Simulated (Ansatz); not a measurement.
## Pressure series in hypothetical Pm-3n ZnO

Start from ZnO (space group Pm-3n, No. 223; a = 5.6566 Å; a hypothetical phase, not in the database extracts checked).

Cell and atoms are relaxed at each pressure.

Computed with DFT with PBE, PAW potentials and a 420 eV plane-wave cutoff in Ansatz (a quantum-chemistry and plane-wave program), no spin-orbit coupling.

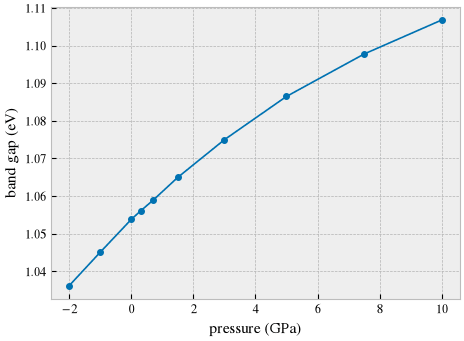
Figure: Band gap against pressure

From the plot, what is the band gap for pressure 0.3 GPa?

About 1.06 eV.

Is the trend monotonic over the range shown?

Yes, it rises throughout, spanning 1.04 eV to 1.11 eV.

Load acts through the strain it causes; cell and atoms are relaxed under it. Stability against distortions was not tested. Competing high-pressure phases were not computed.
